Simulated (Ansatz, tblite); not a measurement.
**C₃₀H₂₆S₈: removing and adding an electron**

Aim: the energy of removing and adding an electron for C₃₀H₂₆S₈, by energy differences, and how well orbital energies stand in for it.

Computed with Ansatz 0.2.0, Gaussian basis. Level: as each input shows.

Levels to be run: charge +1 doublet, at the geometry of the singlet (PBE0-D4/def2-TZVP, PBE-D4/def2-TZVP, HF/def2-TZVP); charge -1 doublet, at the geometry of the singlet (PBE0-D4/def2-TZVP, PBE-D4/def2-TZVP, HF/def2-TZVP); the starting singlet's energies come from earlier runs.

**1. The structure**

The singlet was relaxed beforehand with PBE-D4/def2-SVP.

SMILES `Cc1cc(-c2sc(-c3sc(-c4sc(-c5sc(-c6sc(S)cc6C)cc5C)cc4C)cc3C)cc2C)sc1S`, 64 atoms, charge 0, spin multiplicity 1.

Atoms are counted from 1 here; the program's logs count them from 0.

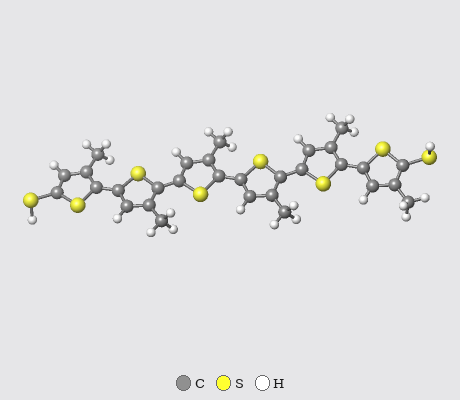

The geometry (carbon grey, sulfur yellow, hydrogen white).

**2. Charge +1 doublet at the fixed geometry, PBE0-D4/def2-TZVP**

in.yaml

```yaml
crystal:
  periodic: [false, false, false]
  atoms:
    - {symbol: C, position_ang: [-10.950625, -2.047793, -0.407005]}
    - {symbol: C, position_ang: [-10.090039, -0.819162, -0.392861]}
    - {symbol: C, position_ang: [-8.668660, -0.840135, -0.310986]}
    - {symbol: C, position_ang: [-8.060139, 0.418003, -0.312829]}
    - {symbol: C, position_ang: [-6.648358, 0.713055, -0.256603]}
    - {symbol: S, position_ang: [-5.514986, -0.625713, -0.287690]}
    - {symbol: C, position_ang: [-4.125949, 0.441003, -0.185104]}
    - {symbol: C, position_ang: [-2.770864, -0.044098, -0.157765]}
    - {symbol: S, position_ang: [-1.472065, 1.123397, 0.013735]}
    - {symbol: C, position_ang: [-0.235908, -0.121263, -0.036479]}
    - {symbol: C, position_ang: [1.169175, 0.174733, 0.055417]}
    - {symbol: S, position_ang: [2.312651, -1.146810, -0.109354]}
    - {symbol: C, position_ang: [3.693823, -0.087562, 0.111426]}
    - {symbol: C, position_ang: [5.051877, -0.564837, 0.096971]}
    - {symbol: S, position_ang: [6.342163, 0.585057, 0.399837]}
    - {symbol: C, position_ang: [7.585663, -0.639034, 0.220983]}
    - {symbol: C, position_ang: [8.992397, -0.346357, 0.353834]}
    - {symbol: S, position_ang: [10.146773, -1.655042, 0.146327]}
    - {symbol: C, position_ang: [11.498449, -0.607984, 0.500393]}
    - {symbol: S, position_ang: [13.168609, -1.157367, 0.389823]}
    - {symbol: C, position_ang: [11.066708, 0.689140, 0.727863]}
    - {symbol: C, position_ang: [9.652957, 0.859401, 0.646360]}
    - {symbol: C, position_ang: [8.973339, 2.178981, 0.877394]}
    - {symbol: C, position_ang: [6.989646, -1.870984, -0.057843]}
    - {symbol: C, position_ang: [5.573993, -1.852104, -0.129807]}
    - {symbol: C, position_ang: [4.749310, -3.073292, -0.419469]}
    - {symbol: C, position_ang: [3.249021, 1.224694, 0.297520]}
    - {symbol: C, position_ang: [1.842665, 1.392649, 0.268328]}
    - {symbol: C, position_ang: [1.170614, 2.723607, 0.446457]}
    - {symbol: C, position_ang: [-0.842145, -1.373065, -0.179436]}
    - {symbol: C, position_ang: [-2.257243, -1.351503, -0.247902]}
    - {symbol: C, position_ang: [-3.091854, -2.590944, -0.395798]}
    - {symbol: C, position_ang: [-4.561256, 1.768324, -0.134784]}
    - {symbol: C, position_ang: [-5.968042, 1.940722, -0.174565]}
    - {symbol: C, position_ang: [-6.631205, 3.287393, -0.134012]}
    - {symbol: S, position_ang: [-9.289705, 1.666589, -0.410153]}
    - {symbol: C, position_ang: [-10.578473, 0.487070, -0.465176]}
    - {symbol: S, position_ang: [-12.258979, 1.023262, -0.476829]}
    - {symbol: H, position_ang: [-10.724120, -2.683482, -1.288821]}
    - {symbol: H, position_ang: [-10.776467, -2.669661, 0.495707]}
    - {symbol: H, position_ang: [-12.022706, -1.773479, -0.441557]}
    - {symbol: H, position_ang: [-8.087711, -1.772097, -0.247440]}
    - {symbol: H, position_ang: [13.123588, -2.074333, 1.405511]}
    - {symbol: H, position_ang: [11.763000, 1.505974, 0.963341]}
    - {symbol: H, position_ang: [8.273272, 2.139684, 1.739470]}
    - {symbol: H, position_ang: [8.376528, 2.497712, -0.003784]}
    - {symbol: H, position_ang: [9.718222, 2.971309, 1.084572]}
    - {symbol: H, position_ang: [7.578878, -2.786897, -0.210436]}
    - {symbol: H, position_ang: [4.062699, -3.316212, 0.419240]}
    - {symbol: H, position_ang: [4.115633, -2.939003, -1.321565]}
    - {symbol: H, position_ang: [5.398512, -3.953367, -0.589608]}
    - {symbol: H, position_ang: [3.943026, 2.063280, 0.453259]}
    - {symbol: H, position_ang: [0.591566, 3.017743, -0.454705]}
    - {symbol: H, position_ang: [1.917584, 3.516949, 0.640500]}
    - {symbol: H, position_ang: [0.454919, 2.714832, 1.295534]}
    - {symbol: H, position_ang: [-0.260087, -2.304713, -0.229746]}
    - {symbol: H, position_ang: [-3.729016, -2.554230, -1.304727]}
    - {symbol: H, position_ang: [-3.776694, -2.732595, 0.467258]}
    - {symbol: H, position_ang: [-2.449960, -3.489793, -0.467987]}
    - {symbol: H, position_ang: [-3.861680, 2.614315, -0.071079]}
    - {symbol: H, position_ang: [-7.202130, 3.494175, -1.064341]}
    - {symbol: H, position_ang: [-7.353279, 3.367356, 0.705886]}
    - {symbol: H, position_ang: [-5.879829, 4.091195, -0.014095]}
    - {symbol: H, position_ang: [-12.407070, 1.173318, -1.830613]}
basis:
  gaussian: {orbitals: def2-TZVP, fitting: {mean_field: def2-universal-jkfit}}
total_charge: 1
magnetization: {spin_polarized: true, initial_magnetization: 1}
hamiltonian: {xc: pbe0, dispersion: d4}
scf: {omitted_lower_state_checks: [starts]}
output: {orbitals: {seedname: orbitals}}
```

Run with:

```bash
$ ansatz run in.yaml --threads 4 --pin off --events-out ev --progress --plain --max-ram 46080MiB --backend cuda --devices 0, --max-vram 37GiB
```

What it wrote:

```text
Functional definition: PBE0
  name "PBE0"
  cite "Adamo & Barone, J. Chem. Phys. 110, 6158 (1999) doi:10.1063/1.478522"
  cite "Perdew, Burke & Ernzerhof, Phys. Rev. Lett. 77, 3865 (1996) doi:10.1103/PhysRevLett.77.3865"
  parent pbe
  parameter a = 0.25
  parameter kappa = 0.804
  parameter beta = 0.06672455060314922
  exchange = (1 - a)*pbe_x(kappa = kappa, mu = beta*pi^2/3) + a*exact_x
  correlation = pbe_c(beta = beta)
these checks for a lower state are left out or cut short: starts
3742 factors; integrals over basis functions are off by at most 5.8e-1 eV
mean field evaluation 1: about -118075.4356 eV, gradient 1.2e2 eV
mean field evaluation 2: about -117401.8231 eV, gradient 3.0e2 eV
mean field evaluation 4: about -118136.3004 eV, gradient 5.3e1 eV
mean field evaluation 8: about -118157.3638 eV, gradient 4.5e0 eV
mean field evaluation 16: about -118157.5009 eV, gradient 7.5e-2 eV
mean field evaluation 32: about -118157.5011 eV, gradient 8.1e-5 eV
mean field -118157.50111574 eV, -4342.2080759727 hartree, gradient 3.1e-5 eV, S^2 0.782969; 0 other end points of the search recorded, 0 dependent functions left out
reference -118157.50121119 eV, -4342.2080794805 hartree; 167, 166 occupied and 1215, 1216 virtual orbitals, 3742 factors
Total energy: -118160.14969051 eV, -4342.3054093002 hartree
Checks for a lower state left out: starts
```

It took 34 s on 1 × H100 (card shared with other runs) with 4 threads of AMD EPYC 7R13, shared host; peak host memory 2.2 GiB.

Report: HOMO -7.81 eV, LUMO -6.66 eV (over both spins); ⟨S²⟩ 0.783 (pure: 0.75).

**3. Charge +1 doublet at the fixed geometry, PBE-D4/def2-TZVP**

start.molden holds the orbitals of an earlier run on this state, given as this run's starting guess.

Changes to in.yaml since step 2:

```diff
@@ -68,6 +68,6 @@
 basis:
-  gaussian: {orbitals: def2-TZVP, fitting: {mean_field: def2-universal-jkfit}}
+  gaussian: {orbitals: def2-TZVP, fitting: {mean_field: def2-universal-jkfit}, initial_orbitals: start.molden}
 total_charge: 1
 magnetization: {spin_polarized: true, initial_magnetization: 1}
-hamiltonian: {xc: pbe0, dispersion: d4}
+hamiltonian: {xc: pbe, dispersion: d4}
 scf: {omitted_lower_state_checks: [starts]}
```

The command is unchanged.

What it wrote:

```text
Functional definition: PBE
  name "PBE"
  cite "Perdew, Burke & Ernzerhof, Phys. Rev. Lett. 77, 3865 (1996) doi:10.1103/PhysRevLett.77.3865"
  parent pbe
  parameter kappa = 0.804
  parameter beta = 0.06672455060314922
  exchange = pbe_x(kappa = kappa, mu = beta*pi^2/3)
  correlation = pbe_c(beta = beta)
these checks for a lower state are left out or cut short: starts
3742 factors; integrals over basis functions are off by at most 5.8e-1 eV
mean field evaluation 1: about -118147.7016 eV, gradient 2.1e1 eV
mean field evaluation 2: about -118148.4638 eV, gradient 8.5e-1 eV
mean field evaluation 4: about -118148.5105 eV, gradient 3.5e-1 eV
mean field evaluation 8: about -118148.5110 eV, gradient 1.5e-5 eV
mean field -118148.51100988 eV, -4341.8776956760 hartree, gradient 1.5e-5 eV, S^2 0.752387; 0 other end points of the search recorded, 0 dependent functions left out
reference -118148.51113987 eV, -4341.8777004529 hartree; 167, 166 occupied and 1215, 1216 virtual orbitals, 3742 factors
Total energy: -118151.56252410 eV, -4341.9898367553 hartree
Checks for a lower state left out: starts
```

Wall time 17 s (1 × H100 (card shared with other runs) with 4 threads of AMD EPYC 7R13, shared host); peak host memory 1.8 GiB.

From the report: HOMO -7.01 eV, LUMO -6.84 eV (over both spins); ⟨S²⟩ 0.752 (pure: 0.75).

**4. Charge +1 doublet at the fixed geometry, HF/def2-TZVP**

Changes to in.yaml since step 3:

```diff
@@ -71,3 +71,3 @@
 magnetization: {spin_polarized: true, initial_magnetization: 1}
-hamiltonian: {xc: pbe, dispersion: d4}
+hamiltonian: {xc: hf}
 scf: {omitted_lower_state_checks: [starts]}
```

Launched as before.

What it wrote:

```text
Functional definition: HF
  name "HF"
  cite "Fock, Z. Phys. 61, 126 (1930) doi:10.1007/BF01340294"
  parent pbe
  exchange = exact_x
  correlation = 0
these checks for a lower state are left out or cut short: starts
3742 factors; integrals over basis functions are off by at most 5.8e-1 eV
mean field evaluation 1: about -117863.4470 eV, gradient 5.9e1 eV
mean field evaluation 2: about -117868.9605 eV, gradient 5.4e0 eV
mean field evaluation 4: about -117870.0963 eV, gradient 3.9e0 eV
mean field evaluation 8: about -117870.5729 eV, gradient 9.1e-4 eV
mean field -117870.57290675 eV, -4331.6636587792 hartree, gradient 8.6e-6 eV, S^2 3.118726; 0 other end points of the search recorded, 0 dependent functions left out
reference -117870.57290675 eV, -4331.6636587792 hartree; 167, 166 occupied and 1215, 1216 virtual orbitals, 3742 factors
Total energy: -117870.57290675 eV, -4331.6636587792 hartree
Checks for a lower state left out: starts
```

Wall time 38 s (1 × H100 (card shared with other runs) with 4 threads of AMD EPYC 7R13, shared host); peak host memory 2 GiB.

HOMO -10.08 eV, LUMO -3.77 eV (over both spins); ⟨S²⟩ 3.119 (pure: 0.75). Doubts: spin contamination.

**5. Vertical ionisation energy**

Charged state less starting state, singlet to doublet; the starting state's energies are those of its earlier runs.

```
            level  vertical ionisation energy (eV)  time
    HF/def2-TZVP†                            +4.02  56 s
 PBE-D4/def2-TZVP                            +5.64  28 s
PBE0-D4/def2-TZVP                            +5.87  48 s
```

Times add the two runs; a level without a time comes out of a correlated run. † marks a level with a doubtful state (flagged, unstable, out of aufbau order, or strongly spin-contaminated); such levels are left out of the summary.

Beside −ε(HOMO) of the starting state:

```
            level  −ε(HOMO) (eV)  by difference (eV)  mismatch (eV)
 PBE-D4/def2-TZVP           4.32                5.64          -1.31
PBE0-D4/def2-TZVP           4.99                5.87          -0.88
```

**6. Charge -1 doublet at the fixed geometry, PBE0-D4/def2-TZVP**

Changes to in.yaml since step 4:

```diff
@@ -68,6 +68,6 @@
 basis:
-  gaussian: {orbitals: def2-TZVP, fitting: {mean_field: def2-universal-jkfit}, initial_orbitals: start.molden}
-total_charge: 1
+  gaussian: {orbitals: def2-TZVP, fitting: {mean_field: def2-universal-jkfit}}
+total_charge: -1
 magnetization: {spin_polarized: true, initial_magnetization: 1}
-hamiltonian: {xc: hf}
+hamiltonian: {xc: pbe0, dispersion: d4}
 scf: {omitted_lower_state_checks: [starts]}
```

Same command.

What it wrote, cut to the lines that bear on the results:

```text
Functional definition: PBE0
  name "PBE0"
  cite "Adamo & Barone, J. Chem. Phys. 110, 6158 (1999) doi:10.1063/1.478522"
  cite "Perdew, Burke & Ernzerhof, Phys. Rev. Lett. 77, 3865 (1996) doi:10.1103/PhysRevLett.77.3865"
  parent pbe
[...]
3742 factors; integrals over basis functions are off by at most 5.8e-1 eV
[...]
mean field -118164.84043041 eV, -4342.4777908120 hartree, gradient 6.2e-5 eV, S^2 0.780178; 0 other end points of the search recorded, 0 dependent functions left out
reference -118164.84053112 eV, -4342.4777945129 hartree; 168, 167 occupied and 1214, 1215 virtual orbitals, 3742 factors
Total energy: -118167.57349492 eV, -4342.5782290801 hartree
Checks for a lower state left out: starts
```

It took 31 s on 1 × H100 (card shared with other runs) with 4 threads of AMD EPYC 7R13, shared host; peak host memory 2.2 GiB.

Report: HOMO -0.68 eV, LUMO 0.35 eV (over both spins); ⟨S²⟩ 0.780 (pure: 0.75).

**7. Charge -1 doublet at the fixed geometry, PBE-D4/def2-TZVP**

Changes to in.yaml since step 6:

```diff
@@ -68,6 +68,6 @@
 basis:
-  gaussian: {orbitals: def2-TZVP, fitting: {mean_field: def2-universal-jkfit}}
+  gaussian: {orbitals: def2-TZVP, fitting: {mean_field: def2-universal-jkfit}, initial_orbitals: start.molden}
 total_charge: -1
 magnetization: {spin_polarized: true, initial_magnetization: 1}
-hamiltonian: {xc: pbe0, dispersion: d4}
+hamiltonian: {xc: pbe, dispersion: d4}
 scf: {omitted_lower_state_checks: [starts]}
```

The command is unchanged.

What it wrote:

```text
Functional definition: PBE
  name "PBE"
  cite "Perdew, Burke & Ernzerhof, Phys. Rev. Lett. 77, 3865 (1996) doi:10.1103/PhysRevLett.77.3865"
  parent pbe
  parameter kappa = 0.804
  parameter beta = 0.06672455060314922
  exchange = pbe_x(kappa = kappa, mu = beta*pi^2/3)
  correlation = pbe_c(beta = beta)
these checks for a lower state are left out or cut short: starts
3742 factors; integrals over basis functions are off by at most 5.8e-1 eV
mean field evaluation 1: about -118154.9117 eV, gradient 2.1e1 eV
mean field evaluation 2: about -118155.6673 eV, gradient 8.4e-1 eV
mean field evaluation 4: about -118155.7144 eV, gradient 3.5e-1 eV
mean field evaluation 8: about -118155.7150 eV, gradient 1.6e-5 eV
mean field -118155.71496254 eV, -4342.1424360531 hartree, gradient 1.6e-5 eV, S^2 0.751690; 0 other end points of the search recorded, 0 dependent functions left out
reference -118155.71510048 eV, -4342.1424411223 hartree; 168, 167 occupied and 1214, 1215 virtual orbitals, 3742 factors
Total energy: -118158.86360713 eV, -4342.2581466077 hartree
Checks for a lower state left out: starts
```

It took 16 s on 1 × H100 (card shared with other runs) with 4 threads of AMD EPYC 7R13, shared host; peak host memory 1.8 GiB.

HOMO -0.39 eV, LUMO -0.25 eV (over both spins); ⟨S²⟩ 0.752 (pure: 0.75).

**8. Charge -1 doublet at the fixed geometry, HF/def2-TZVP**

Changes to in.yaml since step 7:

```diff
@@ -71,3 +71,3 @@
 magnetization: {spin_polarized: true, initial_magnetization: 1}
-hamiltonian: {xc: pbe, dispersion: d4}
+hamiltonian: {xc: hf}
 scf: {omitted_lower_state_checks: [starts]}
```

Launched as before.

What it wrote:

```text
Functional definition: HF
  name "HF"
  cite "Fock, Z. Phys. 61, 126 (1930) doi:10.1007/BF01340294"
  parent pbe
  exchange = exact_x
  correlation = 0
these checks for a lower state are left out or cut short: starts
3742 factors; integrals over basis functions are off by at most 5.8e-1 eV
mean field evaluation 1: about -117869.1224 eV, gradient 5.8e1 eV
mean field evaluation 2: about -117874.5386 eV, gradient 5.3e0 eV
mean field evaluation 4: about -117875.6532 eV, gradient 3.6e0 eV
mean field evaluation 8: about -117876.0428 eV, gradient 5.4e-2 eV
mean field evaluation 16: about -117876.0449 eV, gradient 1.1e-5 eV
mean field -117876.04492765 eV, -4331.8647518382 hartree, gradient 6.4e-6 eV, S^2 3.056920; 0 other end points of the search recorded, 0 dependent functions left out
reference -117876.04492765 eV, -4331.8647518382 hartree; 168, 167 occupied and 1214, 1215 virtual orbitals, 3742 factors
Total energy: -117876.04492765 eV, -4331.8647518382 hartree
Checks for a lower state left out: starts
```

Run time: 54 s. Hardware: 1 × H100 (card shared with other runs) with 4 threads of AMD EPYC 7R13, shared host; peak host memory 2 GiB.

HOMO -1.47 eV, LUMO 3.66 eV (over both spins); ⟨S²⟩ 3.057 (pure: 0.75). Doubts: spin contamination.

**9. Vertical electron affinity**

Starting state less charged state (positive: the electron is bound), singlet to doublet; the starting state's energies are those of its earlier runs.

```
            level  vertical electron affinity (eV)  time
    HF/def2-TZVP†                            +1.45  72 s
 PBE-D4/def2-TZVP                            +1.66  27 s
PBE0-D4/def2-TZVP                            +1.55  45 s
```

Times add the two runs; a level without a time comes out of a correlated run. † marks a level with a doubtful state (flagged, unstable, out of aufbau order, or strongly spin-contaminated); such levels are left out of the summary.

Beside −ε(LUMO) of the starting state:

```
            level  −ε(LUMO) (eV)  by difference (eV)  mismatch (eV)
 PBE-D4/def2-TZVP           2.86                1.66          +1.19
PBE0-D4/def2-TZVP           2.34                1.55          +0.79
```

**10. Outcome**

| quantity | value |
| --- | --- |
| vertical ionisation energy, functionals in def2-TZVP | 5.64 (PBE-D4) to 5.87 eV (PBE0-D4) |
| vertical electron affinity, functionals in def2-TZVP | 1.55 (PBE0-D4) to 1.66 eV (PBE-D4) |

In words: The vertical ionisation energy spans 5.64 to 5.87 eV over the functionals. −ε(HOMO) misses the level's own difference by -0.88 eV at best (PBE0-D4) and -1.31 eV at worst (PBE-D4). The vertical electron affinity spans 1.55 to 1.66 eV over the functionals. −ε(LUMO) misses the level's own difference by +0.79 eV at best (PBE0-D4) and +1.19 eV at worst (PBE-D4).
